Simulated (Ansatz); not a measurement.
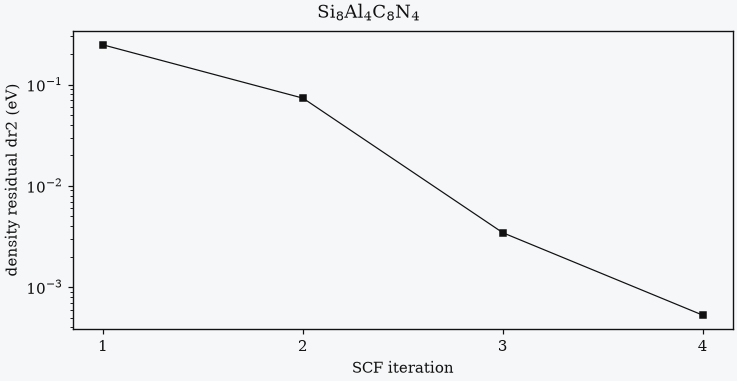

The plot shows the SCF iterations of a calculation: density residual dr2. The starting density is a sum of atomic densities corrected by a trained network.

Si$_{8}$Al$_{4}$C$_{8}$N$_{4}$ (interface cell, 24 atoms in the cell), run with Ansatz.

```
crystal:
  lattice:
    - [0.000000, 0.000000, 5.109596]
    - [3.113816, 0.000000, 0.000000]
    - [0.000000, 15.950719, 0.000000]
  atoms:
    - { symbol: Si, position: [0.001036, 0.985910, 0.113141] }
    - { symbol: Si, position: [0.023448, 0.486023, 0.275108] }
    - { symbol: Si, position: [0.980130, 0.004438, 0.439851] }
    - { symbol: Si, position: [0.007223, 0.504876, 0.604963] }
    - { symbol: Si, position: [0.487631, 0.481859, 0.055711] }
    - { symbol: Si, position: [0.495998, 0.009554, 0.209170] }
    - { symbol: Si, position: [0.529448, 0.494230, 0.386513] }
    - { symbol: Si, position: [0.461855, 0.028501, 0.551409] }
    - { symbol: Al, position: [0.002271, 0.999605, 0.773280] }
    - { symbol: Al, position: [0.997813, 0.499043, 0.944644] }
    - { symbol: Al, position: [0.497359, 0.530316, 0.716680] }
    - { symbol: Al, position: [0.517236, 0.991112, 0.882727] }
    - { symbol: C, position: [0.398155, 0.995326, 0.112375] }
    - { symbol: C, position: [0.375690, 0.529706, 0.273834] }
    - { symbol: C, position: [0.369244, 0.983974, 0.435358] }
    - { symbol: C, position: [0.395759, 0.513694, 0.605255] }
    - { symbol: C, position: [0.872084, 0.475472, 0.058318] }
    - { symbol: C, position: [0.869401, 0.997237, 0.222958] }
    - { symbol: C, position: [0.854861, 0.515682, 0.383511] }
    - { symbol: C, position: [0.868856, 0.004926, 0.553641] }
    - { symbol: N, position: [0.378546, 0.028397, 0.763552] }
    - { symbol: N, position: [0.382054, 0.508551, 0.942556] }
    - { symbol: N, position: [0.882574, 0.505366, 0.706544] }
    - { symbol: N, position: [0.868708, 0.023409, 0.882097] }
kpoints:
  mp_grid: { grid: [3, 4, 1] }
hamiltonian:
  xc: r2scan
scf:
  occupations: { method: fermi_dirac, width: 0.01 }
  max_iter: 4
output:
  forces: true
  eigenvalues: true
  stress: true
```

Command:
```bash
ansatz run in.yaml --threads 7 --pin off --max-ram 13300MiB --runs-dir r --events-out ev --progress --plain
```

Was self-consistency reached?

Answer. It did not converge: it stopped after 4 iterations. The residual is still falling at the last step (down to 5 × 10⁻⁴).

Read the residual at the first and at the last step drawn.

Answer. It starts near 0.25 and ends near 5 × 10⁻⁴ eV.
